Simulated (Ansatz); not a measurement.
# What Be3N2 (P-3m1) distorts into, part 2 of 3

Aim: this structure of Be3N2 (P-3m1) is to be tested for unstable modes, and one is followed downhill.

Ansatz 0.2.0; DFT PBEsol, scalar-relativistic, plane waves, PAW.

So far, highest frequency on the path or at a solved wavevector (cm⁻¹): step 2 (phonons on a q mesh) 1090. Also lowest frequency on the path (cm⁻¹): step 2 -214.

## 4. The mode frozen in, largest atomic shift 0.14 Å

The atoms are moved along the unstable eigenvector, the largest shift by 0.14 Å, with the cell fixed.

The input, input.yaml:

```yaml
crystal:
  lattice:
    - [2.8050806161, 0.0, 0.0]
    - [-1.4025403081, 2.4292710732, 0.0]
    - [0.0, 0.0, 4.6328422625]
  atoms:
    - { symbol: Be, position: [-0.0576304561, -0.0288152281, 0.0] }
    - { symbol: Be, position: [0.6743810856, 0.3371905428, 0.6490792928] }
    - { symbol: Be, position: [0.3410477523, 0.6705238761, 0.3509207072] }
    - { symbol: "N", position: [0.3469097134, 0.6734548567, 0.7476525402] }
    - { symbol: "N", position: [0.6802430467, 0.3401215234, 0.2523474598] }
kpoints:
  mp_grid: { grid: [12, 12, 8] }
hamiltonian:
  xc: pbesol
scf:
  occupations: { method: gaussian, width: 0.02 }
output:
  forces: true
  stress: true
  eigenvalues: true
  write_density: true
  write_potential: true
  elf: true
  volumetric_format: npy
```

Command:

```console
$ ansatz run input.yaml --threads 4 --pin off --max-ram 7168MiB --backend cpu --events-out ev --progress --plain --runs-dir out
```

Numbers of over 12 decimals in the logs are rounded to 6 here.

Output:

```text
[...]
Crystal: 5 atoms, lattice volume = 31.570 Å³
Basis set: ecut = 420 eV, 627 PW (Γ), exchange–correlation on 40×40×64 points (8 copies of the dense FFT grid, shifted against one another)
Bands: 13, of which v1, the nominal top of the filled ones, is band 8 counted from 1 (7 counted from 0)
Symmetry: 2 space group operations
[...]
k-points: 320 of 1152 (time reversal used)
[...]
k-point 0: bands = [... 4 lower, 7.7894, 8.9785, 8.9970, 9.2843, 15.7682, 16.4952, 17.7625, 17.8767, ... 1 higher]
  k-point 1: bands = [... 4 lower, 7.8185, 8.8193, 8.9499, 8.9971, 15.9626, 16.5057, 17.6934, 17.8305, ... 1 higher]
  k-point 2: bands = [... 4 lower, 7.8946, 7.9445, 8.8715, 8.8988, 16.0936, 16.8150, 17.5463, 17.7921, ... 1 higher]
  k-point 319: bands = [... 4 lower, 6.0988, 6.5260, 6.7612, 7.0075, 13.5996, 16.3045, 16.9733, 18.4806, ... 1 higher]
[key lines of the parts left out:]
SCF converged after 6 iterations
Free energy (F): -1032.806877 eV
Fermi energy:    11.438636 eV
P = ⅓ Tr σ = 1.0084 GPa (10.084 kbar)
```

Elapsed: 4.8 s, on 4 threads of Arm Neoverse V1, shared host; peak memory 0.45 GiB.

This step gave:

* pressure: 1.008 GPa
* gap on the k-mesh: 4.237 eV
* energy from the undistorted cell: -0.19 meV/atom

The energy, extrapolated to zero smearing, is -0.19 meV/atom against the undistorted cell.

The run ends at a pressure of 1.01 GPa, with forces up to 0.082 eV/Å.

## 5. Energy along the mode, all amplitudes (two of the runs are shown above)

An imaginary frequency means negative curvature, so the energy should fall and then rise again as anharmonic terms take over.

Numbers from this step:

* depth at the lowest point sampled: 0.19 meV/atom
* largest atomic shift at that point: 0.14 Å

Energy from the parent against largest atomic shift:

| largest atomic shift (Å) | energy from the parent (meV/atom) |
| --- | --- |
| 0.000 | 0 |
| 0.040 | -0.049 |
| 0.080 | -0.161 |
| 0.140 | -0.19 |
| 0.220 | 1.11 |
| 0.320 | 8.30 |

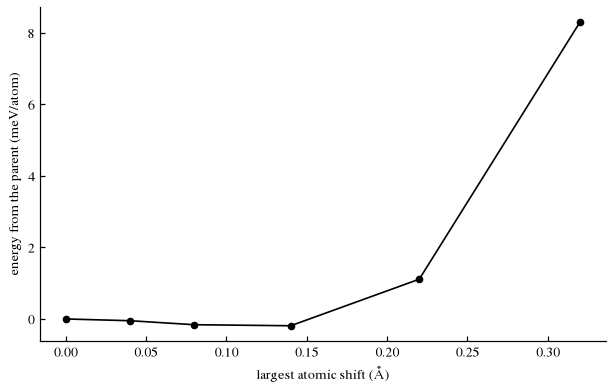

Energy from the parent against largest atomic shift.

Displacement at unit largest shift by atom:

| atom | x (Å) | y (Å) | z (Å) | size |
| --- | --- | --- | --- | --- |
| Be1 | -0.866 | -0.500 | 0.000 | 1.000 |
| Be2 | 0.116 | 0.067 | 0.000 | 0.134 |
| Be3 | 0.116 | 0.067 | 0.000 | 0.134 |
| N4 | 0.204 | 0.118 | 0.000 | 0.236 |
| N5 | 0.204 | 0.118 | 0.000 | 0.236 |

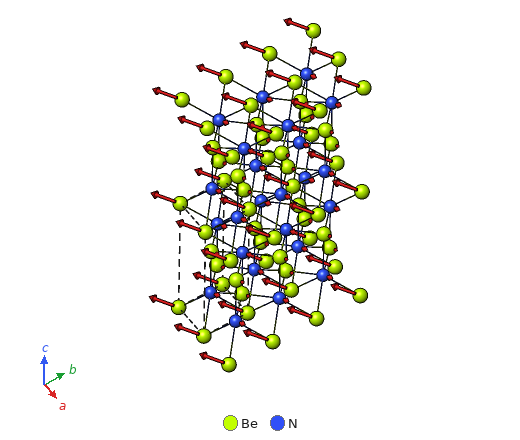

Displacement at unit largest shift as arrows, the longest 1.000 Å. Bonds to atoms that aren't drawn are left out. 2×3×2 cells are drawn. Some periodic images of atoms are drawn too.

The lowest of the steps tried is at 0.14 Å, 0.19 meV/atom below the parent; the bottom of the well need not coincide with a step.

## 6. Relaxing from the distorted cell

Starting from the lowest point found, all atoms and the cell are let go, so that strain and other modes of the same symmetry can join in.

Changes to input.yaml since step 4:

```diff
@@ -16,3 +16,3 @@
 scf:
-  occupations: { method: gaussian, width: 0.02 }
+  occupations: { method: fixed }
 output:
@@ -21,5 +21,6 @@
   eigenvalues: true
-  write_density: true
-  write_potential: true
-  elf: true
-  volumetric_format: npy
+relax:
+  adjacent_minimum: "off"
+  f_tol: 0.002
+  max_steps: 120
+  cell: { stress_tol: 0.03 }
```

Output:

```text
[...]
Crystal: 5 atoms, lattice volume = 31.570 Å³
Basis set: ecut = 420 eV, 627 PW (Γ), exchange–correlation on 40×40×64 points (8 copies of the dense FFT grid, shifted against one another)
Bands: 13, of which v1, the nominal top of the filled ones, is band 8 counted from 1 (7 counted from 0)
Symmetry: 2 space group operations
[...]
k-points: 320 of 1152 (time reversal used)
[...]
SCF iter   1: F=—  HF=-1032.816995 eV  |F-HF|=—  |Δ(HF+E_count)|=         —  Δρ=1.02e-2  dr2=3.33e-2  ethr=1.77e-3  ⟨swp⟩=5.1  Hψ=22554  notcnv=0  defer=936
[...]
SCF iter   6: F=-1032.806877 eV  HF=-1032.806877 eV  |F-HF|=1.73e-8  |Δ(HF+E_count)|=   1.89e-9  Δρ=9.49e-6  dr2=2.50e-8  ethr=6.25e-10  ⟨swp⟩=8.4  Hψ=20792  notcnv=0
SCF 1 converged in 6 iterations: F = -1032.806877 eV  dr2 = 2.50e-8
[...]
relax step   1: F+E_penalty+E_count = -1032.80687652 eV  Δ(F+E_penalty+E_count) = +0.000e0 eV  max|allowed force component| = 6.875e-2 eV/Å  Δτ_max = 0.0000 Å  P = +1.009 GPa  Ω = 31.570 Å³  (6 SCF iters, dr2 threshold 1.00e-7 eV, accepted)
Crystal: 5 atoms, lattice volume = 31.650 Å³
[...]
iter 1 solved again at ethr=1.05e-6 eV; its pass at ethr=3.10e-3 eV (dr2=1.68e-4 eV) is discarded
[...]
SCF iter   4: F=-1032.807769 eV  HF=-1032.807770 eV  |F-HF|=9.48e-8  |Δ(HF+E_count)|=   9.84e-8  Δρ=2.52e-5  dr2=1.59e-7  ethr=3.12e-9  ⟨swp⟩=7.8  Hψ=23400  notcnv=0
SCF 2 converged in 4 iterations: F = -1032.807769 eV  dr2 = 1.59e-7
relax step   2: F+E_penalty+E_count = -1032.80776949 eV  Δ(F+E_penalty+E_count) = -8.930e-4 eV  max|allowed force component| = 3.201e-2 eV/Å  Δτ_max = 0.0028 Å  P = +0.504 GPa  Ω = 31.650 Å³  energy of the carried Pulay correction = -2.881e-4 eV  (4 SCF iters, dr2 threshold 5.00e-7 eV, accepted)
Crystal: 5 atoms, lattice volume = 31.719 Å³
[...]
SCF iter   4: F=-1032.807940 eV  HF=-1032.807940 eV  |F-HF|=1.51e-7  |Δ(HF+E_count)|=   3.06e-7  Δρ=3.94e-5  dr2=3.92e-7  ethr=3.12e-9  ⟨swp⟩=7.3  Hψ=22374  notcnv=0
SCF 3 converged in 4 iterations: F = -1032.807940 eV  dr2 = 3.92e-7
relax step   3: F+E_penalty+E_count = -1032.80793955 eV  Δ(F+E_penalty+E_count) = -1.701e-4 eV  max|allowed force component| = 2.711e-2 eV/Å  Δτ_max = 0.0019 Å  P = -0.011 GPa  Ω = 31.719 Å³  energy of the carried Pulay correction = -5.320e-4 eV  (4 SCF iters, dr2 threshold 5.00e-7 eV, accepted)
[... from here on, the SCF cycles and remarks between the steps are left out ...]
relax step   4: F+E_penalty+E_count = -1032.80816488 eV  Δ(F+E_penalty+E_count) = -2.253e-4 eV  max|allowed force component| = 2.551e-2 eV/Å  Δτ_max = 0.0042 Å  P = -0.309 GPa  Ω = 31.761 Å³  energy of the carried Pulay correction = -6.840e-4 eV  (4 SCF iters, dr2 threshold 3.25e-7 eV, accepted)
relax step   5: F+E_penalty+E_count = -1032.80853766 eV  Δ(F+E_penalty+E_count) = -3.728e-4 eV  max|allowed force component| = 2.991e-2 eV/Å  Δτ_max = 0.0078 Å  P = -0.402 GPa  Ω = 31.779 Å³  energy of the carried Pulay correction = -7.473e-4 eV  (5 SCF iters, dr2 threshold 5.00e-7 eV, accepted)
relax step   6: F+E_penalty+E_count = -1032.80897742 eV  Δ(F+E_penalty+E_count) = -4.398e-4 eV  max|allowed force component| = 4.504e-2 eV/Å  Δτ_max = 0.0113 Å  P = -0.216 GPa  Ω = 31.774 Å³  energy of the carried Pulay correction = -7.286e-4 eV  (5 SCF iters, dr2 threshold 5.00e-7 eV, accepted)
relax step   7: F+E_penalty+E_count = -1032.80970612 eV  Δ(F+E_penalty+E_count) = -7.287e-4 eV  max|allowed force component| = 3.392e-2 eV/Å  Δτ_max = 0.0209 Å  P = -0.288 GPa  Ω = 31.833 Å³  energy of the carried Pulay correction = -9.384e-4 eV  (5 SCF iters, dr2 threshold 3.21e-7 eV, accepted)
relax step   8: F+E_penalty+E_count = -1032.81037157 eV  Δ(F+E_penalty+E_count) = -6.654e-4 eV  max|allowed force component| = 2.476e-3 eV/Å  Δτ_max = 0.0279 Å  P = +0.012 GPa  Ω = 31.861 Å³  energy of the carried Pulay correction = -1.037e-3 eV  (5 SCF iters, dr2 threshold 5.00e-7 eV, accepted)
relax step   9: F+E_penalty+E_count = -1032.81033714 eV  Δ(F+E_penalty+E_count) = +3.443e-5 eV  max|allowed force component| = 6.967e-4 eV/Å  Δτ_max = 0.0036 Å  P = -0.000 GPa  Ω = 31.872 Å³  energy of the carried Pulay correction = -1.078e-3 eV  (6 SCF iters, dr2 threshold 4.15e-9 eV, accepted)
relax step  10: F+E_penalty+E_count = -1032.81031000 eV  Δ(F+E_penalty+E_count) = +2.714e-5 eV  max|allowed force component| = 3.074e-3 eV/Å  Δτ_max = 0.0037 Å  P = +0.015 GPa  Ω = 31.880 Å³  energy of the carried Pulay correction = -1.106e-3 eV  (7 SCF iters, accepted)
relax step  11: F+E_penalty+E_count = -1032.81027824 eV  Δ(F+E_penalty+E_count) = +3.175e-5 eV  max|allowed force component| = 2.267e-3 eV/Å  Δτ_max = 0.0030 Å  P = +0.009 GPa  Ω = 31.890 Å³  energy of the carried Pulay correction = -1.141e-3 eV  (5 SCF iters, dr2 threshold 3.47e-9 eV, accepted)
relax step  12: F+E_penalty+E_count = -1032.81216268 eV  Δ(F+E_penalty+E_count) = -1.884e-3 eV  max|allowed force component| = 4.671e-2 eV/Å  Δτ_max = 0.0836 Å  P = +0.521 GPa  Ω = 32.151 Å³  energy of the carried Pulay correction = -2.061e-3 eV  (9 SCF iters, dr2 threshold 3.21e-10 eV, accepted)
relax step  13: F+E_penalty+E_count = -1032.88616085 eV  Δ(F+E_penalty+E_count) = -7.400e-2 eV  max|allowed force component| = 3.762e-1 eV/Å  Δτ_max = 0.1945 Å  P = +3.912 GPa  Ω = 32.820 Å³  energy of the carried Pulay correction = -4.386e-3 eV  (7 SCF iters, dr2 threshold 5.00e-7 eV, accepted)
relax step  14: F+E_penalty+E_count = -1033.02829526 eV  Δ(F+E_penalty+E_count) = -1.421e-1 eV  max|allowed force component| = 4.111e-1 eV/Å  Δτ_max = 0.0799 Å  P = -0.597 GPa  Ω = 33.899 Å³  energy of the carried Pulay correction = -8.039e-3 eV  (6 SCF iters, dr2 threshold 5.00e-7 eV, accepted)
relax step  15: F+E_penalty+E_count = -1033.19814325 eV  Δ(F+E_penalty+E_count) = -1.698e-1 eV  max|allowed force component| = 9.007e-1 eV/Å  Δτ_max = 0.1326 Å  P = +0.603 GPa  Ω = 34.058 Å³  energy of the carried Pulay correction = -8.568e-3 eV  (6 SCF iters, dr2 threshold 5.00e-7 eV, accepted)
relax step  16: F+E_penalty+E_count = -1033.32647894 eV  Δ(F+E_penalty+E_count) = -1.283e-1 eV  max|allowed force component| = 7.532e-1 eV/Å  Δτ_max = 0.1195 Å  P = -2.334 GPa  Ω = 33.972 Å³  energy of the carried Pulay correction = -8.282e-3 eV  (7 SCF iters, dr2 threshold 5.00e-7 eV, accepted)
relax step  17: F+E_penalty+E_count = -1033.25867204 eV  Δ(F+E_penalty+E_count) = +6.781e-2 eV  max|allowed force component| = 8.718e-1 eV/Å  Δτ_max = 0.1191 Å  P = +0.538 GPa  Ω = 33.156 Å³  energy of the carried Pulay correction = -5.539e-3 eV  (7 SCF iters, dr2 threshold 5.00e-7 eV, rejected (line search))
relax step  18: F+E_penalty+E_count = -1033.36751430 eV  Δ(F+E_penalty+E_count) = -4.104e-2 eV  max|allowed force component| = 3.577e-1 eV/Å  Δτ_max = 0.0468 Å  P = +4.763 GPa  Ω = 32.857 Å³  energy of the carried Pulay correction = -4.516e-3 eV  (10 SCF iters, accepted)
relax step  19: F+E_penalty+E_count = -1033.40355524 eV  Δ(F+E_penalty+E_count) = -3.604e-2 eV  max|allowed force component| = 9.497e-2 eV/Å  Δτ_max = 0.0587 Å  P = +0.616 GPa  Ω = 33.284 Å³  energy of the carried Pulay correction = -5.972e-3 eV  (6 SCF iters, dr2 threshold 5.00e-7 eV, accepted)
relax step  20: F+E_penalty+E_count = -1033.40358479 eV  Δ(F+E_penalty+E_count) = -2.956e-5 eV  max|allowed force component| = 5.357e-2 eV/Å  Δτ_max = 0.0090 Å  P = -0.162 GPa  Ω = 33.374 Å³  energy of the carried Pulay correction = -6.279e-3 eV  (5 SCF iters, dr2 threshold 5.00e-7 eV, accepted)
relax step  21: F+E_penalty+E_count = -1033.40385436 eV  Δ(F+E_penalty+E_count) = -2.696e-4 eV  max|allowed force component| = 1.828e-3 eV/Å  Δτ_max = 0.0054 Å  P = +0.016 GPa  Ω = 33.359 Å³  energy of the carried Pulay correction = -6.228e-3 eV  (4 SCF iters, dr2 threshold 2.97e-7 eV, accepted)
relax step  22: F+E_penalty+E_count = -1033.49910862 eV  Δ(F+E_penalty+E_count) = -9.525e-2 eV  max|allowed force component| = 4.245e-3 eV/Å  Δτ_max = 0.0000 Å  P = +2.693 GPa  Ω = 33.359 Å³  stress off target by 6.63e0 GPa  SCF on the basis re-selected at this cell (its energy is not comparable with the rows above)  (8 SCF iters)
relax step  23: F+E_penalty+E_count = -1033.50960177 eV  Δ(F+E_penalty+E_count) = -1.049e-2 eV  max|allowed force component| = 1.190e-2 eV/Å  Δτ_max = 0.0144 Å  P = +0.158 GPa  Ω = 33.740 Å³  energy of the carried Pulay correction = -1.298e-3 eV  (5 SCF iters, dr2 threshold 5.00e-7 eV, accepted)
relax step  24: F+E_penalty+E_count = -1033.50956754 eV  Δ(F+E_penalty+E_count) = +3.423e-5 eV  max|allowed force component| = 1.146e-3 eV/Å  Δτ_max = 0.0018 Å  P = -0.007 GPa  Ω = 33.765 Å³  energy of the carried Pulay correction = -1.383e-3 eV  (4 SCF iters, dr2 threshold 3.39e-7 eV, accepted)
relax step  25: F+E_penalty+E_count = -1033.50957186 eV  Δ(F+E_penalty+E_count) = -4.320e-6 eV  max|allowed force component| = 1.354e-4 eV/Å  Δτ_max = 0.0001 Å  P = -0.000 GPa  Ω = 33.764 Å³  energy of the carried Pulay correction = -1.380e-3 eV  (4 SCF iters, dr2 threshold 7.92e-9 eV, accepted)
relax step  26: F+E_penalty+E_count = -1033.51124660 eV  Δ(F+E_penalty+E_count) = -1.675e-3 eV  max|allowed force component| = 2.849e-4 eV/Å  Δτ_max = 0.0000 Å  P = +0.081 GPa  Ω = 33.764 Å³  stress off target by 1.84e-1 GPa  SCF on the basis re-selected at this cell (its energy is not comparable with the rows above)  (7 SCF iters)
relax step  27: F+E_penalty+E_count = -1033.51121282 eV  Δ(F+E_penalty+E_count) = +3.378e-5 eV  max|allowed force component| = 1.653e-4 eV/Å  Δτ_max = 0.0004 Å  P = +0.002 GPa  Ω = 33.776 Å³  energy of the carried Pulay correction = -4.256e-5 eV  (3 SCF iters, dr2 threshold 8.50e-8 eV, accepted)
[...]
SCF iter   5: F=-1033.511260 eV  HF=-1033.511260 eV  |F-HF|=4.55e-13  |Δ(HF+E_count)|=  1.14e-12  Δρ=2.10e-7  dr2=6.12e-12  ethr=1.00e-12  ⟨swp⟩=10.3  Hψ=22575  notcnv=0
SCF 28 converged in 5 iterations: F = -1033.511260 eV  dr2 = 6.12e-12
relax step  28: F+E_penalty+E_count = -1033.51125994 eV  Δ(F+E_penalty+E_count) = -4.711e-5 eV  max|allowed force component| = 1.180e-4 eV/Å  Δτ_max = 0.0000 Å  P = +0.003 GPa  Ω = 33.776 Å³  stress off target by 6.77e-3 GPa  SCF on the basis re-selected at this cell (its energy is not comparable with the rows above)  (5 SCF iters)
[...]
SCF converged after 5 iterations
Free energy (F): -1033.511260 eV
[...]
Internal energy: -1033.511260 eV  (E = F + TS)
E sigma→0 (E₀):  -1033.511260 eV
Fermi energy:    7.984540 eV
[...]
--- Forces (eV/Å), atoms counted from 1 ---
  atom   1  Be    -0.00001572    -0.00000908    -0.00002304
  atom   2  Be     0.00006557     0.00003786     0.00001734
  atom   3  Be     0.00004893     0.00002825    -0.00007473
  atom   4  N     -0.00000022    -0.00000012    -0.00004157
  atom   5  N     -0.00009971    -0.00005757     0.00011706
  max |Σ_I F_I| component: 4.94e-6 eV/Å
--- Stress (GPa, compression-positive) ---
        0.001545       0.000894      -0.001904
        0.000894       0.000513      -0.001099
       -0.001873      -0.001082       0.005765
  P = ⅓ Tr σ = 0.0026 GPa (0.026 kbar)
--- Band table (eV; the first three rows and the last of 320) ---
  k-point 0: bands = [... 4 lower, 6.7800, 7.5318, 7.9845, 7.9845, 13.9975, 15.7800, 16.2779, 16.2780, ... 1 higher]
  k-point 1: bands = [... 4 lower, 6.8046, 7.1491, 7.9411, 7.9412, 14.2033, 15.8749, 16.3773, 16.3774, ... 1 higher]
  k-point 2: bands = [... 4 lower, 6.8723, 6.8724, 7.8290, 7.8291, 14.5838, 16.1676, 16.6340, 16.6341, ... 1 higher]
  k-point 319: bands = [... 4 lower, 4.2460, 4.8653, 4.9624, 5.8723, 13.4130, 14.5466, 18.2583, 18.4284, ... 1 higher]
--- Relaxed structure (25 steps of the walk, 24 accepted, 3 SCFs on fresh bases) ---
  F+E_penalty+E_count = -1033.51125994 eV   max|allowed force component| = 1.180e-4 eV/Å   (the final SCF, on the basis selected at the relaxed cell)
  cell:  # Å, volume = 33.7762 Å³
    - [2.804405, -0.017710, -0.415386]
    - [-1.417539, 2.455250, 2.7755575615628914e-17]
    - [-0.686047, -0.396089, 5.059328]
  atoms:
    - { symbol: Be, position: [-0.238956, -0.119478, 0.046071] }
    - { symbol: Be, position: [0.843577, 0.421789, 0.669894] }
    - { symbol: Be, position: [0.303535, 0.651767, 0.359817] }
    - { symbol: N, position: [0.534107, 0.767054, 0.705685] }
    - { symbol: N, position: [0.542688, 0.271344, 0.218534] }
```

The job ended after 2.3 min (4 threads; peak memory 0.49 GiB).

Step by step (22 of 28):

| step | energy less that of the first step (eV) | largest force component (eV/Å) | pressure (GPa) | volume (Å³) |
| --- | --- | --- | --- | --- |
| 1 | 0.0000 | 0.0687 | 1.01 | 31.57 |
| 2 | -0.0009 | 0.0320 | 0.50 | 31.65 |
| 4 | -0.0013 | 0.0255 | -0.31 | 31.76 |
| 5 | -0.0017 | 0.0299 | -0.40 | 31.78 |
| 6 | -0.0021 | 0.0450 | -0.22 | 31.77 |
| 7 | -0.0028 | 0.0339 | -0.29 | 31.83 |
| 9 | -0.0035 | 0.0007 | 0.00 | 31.87 |
| 10 | -0.0034 | 0.0031 | 0.02 | 31.88 |
| 11 | -0.0034 | 0.0023 | 0.01 | 31.89 |
| 13 | -0.0793 | 0.3762 | 3.91 | 32.82 |
| 14 | -0.2214 | 0.4111 | -0.60 | 33.90 |
| 15 | -0.3913 | 0.9007 | 0.60 | 34.06 |
| 16 | -0.5196 | 0.7532 | -2.33 | 33.97 |
| 18 | -0.5606 | 0.3577 | 4.76 | 32.86 |
| 19 | -0.5967 | 0.0950 | 0.62 | 33.28 |
| 20 | -0.5967 | 0.0536 | -0.16 | 33.37 |
| 22* | -0.6922 | 0.0042 | 2.69 | 33.36 |
| 23 | -0.7027 | 0.0119 | 0.16 | 33.74 |
| 24 | -0.7027 | 0.0011 | -0.01 | 33.76 |
| 25 | -0.7027 | 0.0001 | 0.00 | 33.76 |
| 27 | -0.7043 | 0.0002 | 0.00 | 33.78 |
| 28* | -0.7044 | 0.0001 | 0.00 | 33.78 |

Relaxation steps marked * repeat the geometry before them on a plane-wave basis chosen anew for their cell, so energy and pressure can jump there. Other such steps can lie between the rows shown. Relaxation step 17 was tried and not accepted.

Forces are held to the 2 operations that the run works with; a distortion that breaks them can't arise in this run.

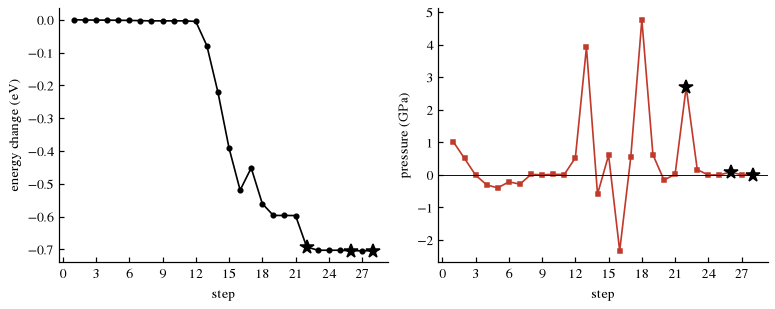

Energy and pressure along the relaxation. Stars mark steps on a basis chosen anew.

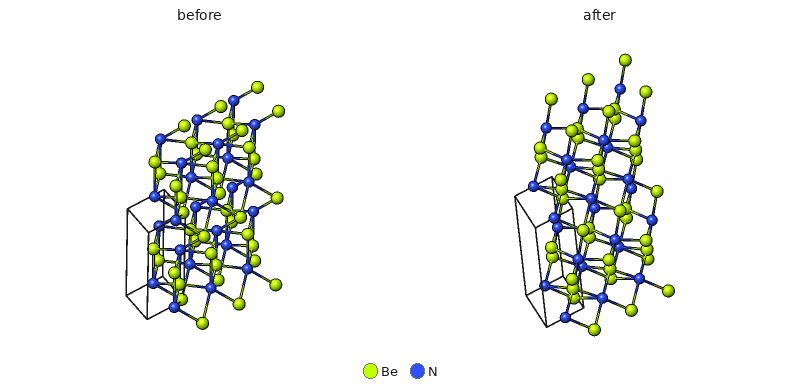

The structure before and after the relaxation, drawn at the same scale.

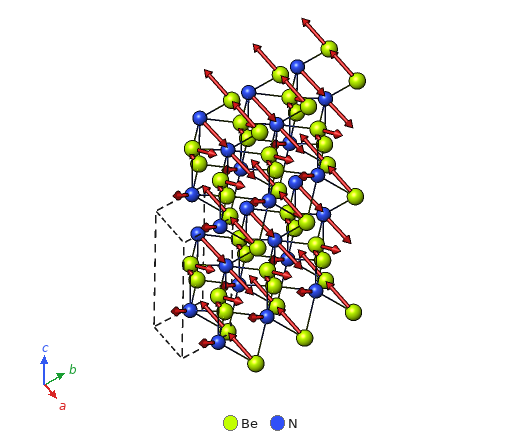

Displacements in the relaxation, exaggerated, measured against the changing cell; the longest in the cell stands for 0.57 Å. 2×3×2 cells are drawn. Some periodic images of atoms are drawn too.

| cell as run | before | after | change |
| --- | --- | --- | --- |
| a (Å) | 2.805 | 2.835 | +1.1 % |
| b (Å) | 2.805 | 2.835 | +1.1 % |
| c (Å) | 4.633 | 5.121 | +10.5 % |
| β (°) | 90.00 | 106.07 | +17.9 % |
| volume (Å³/atom) | 6.31 | 6.76 | +7.0 % |

The atoms that moved most (Å, as changes of fractional coordinates times the final cell):

| atom | dx | dy | dz | length |
| --- | --- | --- | --- | --- |
| Be1 | -0.412 | -0.238 | 0.308 | 0.567 |
| N4 | 0.421 | 0.243 | -0.290 | 0.566 |
| Be2 | 0.340 | 0.196 | 0.035 | 0.394 |
| N5 | -0.265 | -0.153 | -0.114 | 0.327 |
| Be3 | -0.085 | -0.049 | 0.061 | 0.115 |

The relaxed structure:

```xyz
5
Lattice="2.8044 -0.0177 -0.4154 -1.4175 2.4553 0.0000 -0.6860 -0.3961 5.0593" Properties=species:S:1:pos:R:3 pbc="T T T"
Be   -0.5324   -0.3074    0.3323
Be    1.3083    0.7553    3.0388
Be   -0.3195    1.4524    1.6943
N    -0.0736    1.5943    3.3484
N     0.9874    0.5700    0.8802
```

This step gave:

```
pressure          : 0.002607 GPa
gap on the k-mesh : 2.661 eV
volume per atom   : 6.755 Å³
```

The distorted start has space group Cm; the relaxation ends in R3m.

[end of part 2 of 3]

[Logs are printed without paths, hosts, clocks, repeated set-up lines and the standing remarks that a program may print on its own settings, such as how far it seeks lower states.]

[Hosts, paths, dates, database ids (printed as entryN), source tags and the programs' standing remarks are cut or masked in the printed files.]
